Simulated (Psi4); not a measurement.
# CH2InN (SMILES N#[C][InH2]): HF/def2-TZVPP (core potential)

What is the energy change on altering one bond length of CH2InN at HF/def2-TZVPP (core potential)? 

The calculation is run with Psi4 1.11.

6 further runs of the same task are left out: 3 that didn't finish, 3 set aside as unsound or not needed.

### 1 The structure to begin with

CH2InN: 5 atoms, total charge 0, spin state singlet. As SMILES, `N#[C][InH2]`. Geometry: relaxed at PBE0-D4/def2-TZVP.

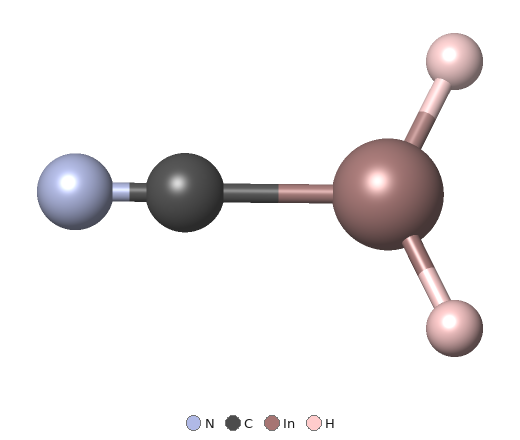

The structure, seen from a chosen angle (nitrogen light blue, carbon dark grey, indium brown, hydrogen pink).

### 2 Energy and forces at HF/def2-TZVPP (core potential)

input.dat

```
memory 1600 mb

molecule m {
  N      0.27382132    -3.61410121     3.00844399
  C      0.15533549    -1.94906352     1.60418851
  In    -0.06349480     1.13251287    -0.99399594
  H     -1.93281188     0.57825619    -3.55627559
  H      1.66163618     3.71350081    -0.14059562
  units au
}

set basis def2-TZVPP
set scf_type pk

E, wfn = gradient("hf", return_wfn=True)
```

The run is started by

```
$ psi4 -i input.dat -o output.dat -n 1
```

output.dat:

```text
[...]
    !!!  WARNING: ECP capability is in beta. Please check occupations closely.  !!!
[...]
  Running in c1 symmetry.
[...]
  Nuclear repulsion =   91.016401324794174
[...]
  Multiplicity = 1
[...]
  Nalpha       = 18
  Nbeta        = 18
[...]
    Number of basis functions: 140
[...]
   @RHF iter   1:  -282.64458251373156   -1.87218e+00   2.68045e-03 DIIS/ADIIS
[...]
   @RHF iter  12:  -282.70249440725064   -1.27898e-11   3.86272e-09 DIIS
[...]
    Orbital Energies [Eh]
    ---------------------
    Doubly Occupied:
       1A    -15.561265     2A    -11.236464     3A     -5.424499
       4A     -3.686353     5A     -3.677628     6A     -3.675500
       7A     -1.199891     8A     -1.075588     9A     -1.068390
      10A     -1.066582    11A     -1.065147    12A     -1.061687
      13A     -0.665895    14A     -0.560790    15A     -0.483477
      16A     -0.473132    17A     -0.460806    18A     -0.438184
[...]
  @RHF Final Energy:  -282.70249440725064
   => Energetics <=
    Nuclear Repulsion Energy =             91.0164013247941739
    One-Electron Energy =                -641.6752360554260122
    Two-Electron Energy =                 267.9563403233811982
    Total Energy =                       -282.7024944072506401
[...]
 Multipole Moments:
 ------------------------------------------------------------------------------------
     Multipole            Electronic (a.u.)      Nuclear  (a.u.)        Total (a.u.)
 ------------------------------------------------------------------------------------
 L = 1.  Multiply by 2.5417464519 to convert [e a0] to [Debye]
 Dipole X            :         -1.8150873            1.7154038           -0.0996835
 Dipole Y            :         25.5511113          -24.1470439            1.4040674
 Dipole Z            :        -21.5444573           20.3605645           -1.1838928
 Magnitude           :                                                    1.8392782
[...]
  -Total Gradient:
     Atom            X                  Y                   Z
    ------   -----------------  -----------------  -----------------
       1        0.003070260153    -0.043116278136     0.036366478484
       2       -0.003500356613     0.049139852910    -0.041447457870
       3        0.000243445864    -0.003201647200     0.002719831498
       4        0.001490922255    -0.000188972238     0.002506524325
       5       -0.001304271658    -0.002632955336    -0.000145376436
[...]
```

It took 16 s on 1 thread of AMD EPYC 9R45 (Zen 5), shared host; peak memory 0.93 GiB.

### 3 The distorted shape at the same level

job.json

```json
{
  "schema_name": "qcschema_input",
  "schema_version": 1,
  "molecule": {
    "schema_name": "qcschema_molecule",
    "schema_version": 2,
    "symbols": ["N", "C", "In", "H", "H"],
    "geometry": [0.10132523, -3.87217544, 2.92311152, -0.0171606, -2.20713775, 1.51885603, -0.23599089, 0.87443864, -1.07932841, -2.10530797, 0.32018197, -3.64160807, 1.66163618, 3.71350081, -0.14059562],
    "molecular_charge": 0,
    "molecular_multiplicity": 1
  },
  "driver": "gradient",
  "model": {
    "method": "hf",
    "basis": "def2-TZVPP"
  },
  "keywords": {
    "scf_type": "pk"
  }
}
```

The run is started by

```
$ psi4 --qcschema job.json -n 1 --memory 1600MB
```

stdout:

```text
[...]
    !!!  WARNING: ECP capability is in beta. Please check occupations closely.  !!!
[...]
  Running in c1 symmetry.
[...]
  Nuclear repulsion =   90.351097568867829
[...]
  Multiplicity = 1
[...]
  Nalpha       = 18
  Nbeta        = 18
[...]
    Number of basis functions: 140
[...]
   @RHF iter   1:  -282.64136153408401   -1.84252e+00   2.62717e-03 DIIS/ADIIS
[...]
   @RHF iter  12:  -282.69719705178557   -1.96678e-11   4.07651e-09 DIIS
[...]
    Orbital Energies [Eh]
    ---------------------
    Doubly Occupied:
       1A    -15.564012     2A    -11.239411     3A     -5.428770
       4A     -3.690988     5A     -3.682171     6A     -3.679627
       7A     -1.202352     8A     -1.079656     9A     -1.072830
      10A     -1.069870    11A     -1.069453    12A     -1.063968
      13A     -0.665520    14A     -0.558772    15A     -0.482829
      16A     -0.470362    17A     -0.463206    18A     -0.430517
[...]
  @RHF Final Energy:  -282.69719705178557
   => Energetics <=
    Nuclear Repulsion Energy =             90.3510975688678286
    One-Electron Energy =                -640.2679601578697657
    Two-Electron Energy =                 267.2196655372164287
    Total Energy =                       -282.6971970517855652
[...]
 Multipole Moments:
 ------------------------------------------------------------------------------------
     Multipole            Electronic (a.u.)      Nuclear  (a.u.)        Total (a.u.)
 ------------------------------------------------------------------------------------
 L = 1.  Multiply by 2.5417464519 to convert [e a0] to [Debye]
 Dipole X            :         -2.0146367            1.8441108           -0.1705259
 Dipole Y            :         25.2404601          -23.9544832            1.2859769
 Dipole Z            :        -21.6343301           20.4242348           -1.2100953
 Magnitude           :                                                    1.7740199
[...]
  -Total Gradient:
     Atom            X                  Y                   Z
    ------   -----------------  -----------------  -----------------
       1        0.003251305804    -0.043272068085     0.036767534747
       2       -0.004279556695     0.047890659138    -0.041771814152
       3       -0.017318139881    -0.028363479485    -0.006779746082
       4        0.000998453287    -0.001463017251     0.002655265500
       5        0.017347937484     0.025207905682     0.009128759988
[...]
```

The result, in JSON:

```text
{
 "driver": "gradient",
 "model": {
  "method": "hf",
  "basis": "def2-TZVPP"
 },
 "success": true,
 "return_result": [0.0032513058041409304, -0.043272068084529436, 0.0367675347467572, -0.004279556694553495, 0.0478906591377487, -0.04177181415190301, -0.017318139881135154, -0.02836347948455, -0.006779746081764499, 0.000998453287401016, -0.0014630172509505074, 0.00265526550008785, 0.017347937484197162, 0.025207905682090553, 0.00912875998775179],
 "properties": {
  "calcinfo_nbasis": 140,
  "calcinfo_nmo": 140,
  "calcinfo_nalpha": 18,
  "calcinfo_nbeta": 18,
  "calcinfo_natom": 5,
  "nuclear_repulsion_energy": 90.35109756886783,
  "return_energy": -282.69719705178557,
  "return_gradient": [0.0032513058041409304, -0.043272068084529436, 0.0367675347467572, -0.004279556694553495, 0.0478906591377487, -0.04177181415190301, -0.017318139881135154, -0.02836347948455, -0.006779746081764499, 0.000998453287401016, -0.0014630172509505074, 0.00265526550008785, 0.017347937484197162, 0.025207905682090553, 0.00912875998775179],
  "scf_one_electron_energy": -640.2679601578698,
  "scf_two_electron_energy": 267.21966553721643,
  "scf_dipole_moment": [-0.17052592753883933, 1.2859769428046732, -1.2100953476756793],
  "scf_total_energy": -282.69719705178557,
  "scf_total_gradient": [0.0032513058041409304, -0.043272068084529436, 0.0367675347467572, -0.004279556694553495, 0.0478906591377487, -0.04177181415190301, -0.017318139881135154, -0.02836347948455, -0.006779746081764499, 0.000998453287401016, -0.0014630172509505074, 0.00265526550008785, 0.017347937484197162, 0.025207905682090553, 0.00912875998775179],
  "scf_iterations": 12
 }
}
```

It took 16 s on 1 thread of AMD EPYC 9R45 (Zen 5), shared host; peak memory 0.92 GiB.

### 4 What came out

Level: HF/def2-TZVPP (core potential).

```
                                                          quantity          value
                                         first shape: total energy  -282.70249 Eh
                                        first shape: dipole moment         4.67 D
                                          first shape: HOMO energy      -11.92 eV
                                          first shape: LUMO energy       -0.09 eV
                                        first shape: HOMO–LUMO gap       11.83 eV
                             first shape: largest force on an atom     3.311 eV/Å
                                     distorted shape: total energy  -282.69720 Eh
                                    distorted shape: dipole moment         4.51 D
                                      distorted shape: HOMO energy      -11.71 eV
                                      distorted shape: LUMO energy       -0.13 eV
                                    distorted shape: HOMO–LUMO gap       11.59 eV
                         distorted shape: largest force on an atom     3.275 eV/Å
energy change with the In3–H5 bond stretched from 1.704 to 1.874 Å       0.144 eV
```

What this shows: With the In3–H5 bond stretched from 1.704 to 1.874 Å the energy rises by 0.14 eV (3.3 kcal/mol). The first shape isn't relaxed at this level, so the change isn't measured from a minimum. The largest force (first shape) is 3.31 eV/Å: the shape isn't a stationary point for this species at this level.
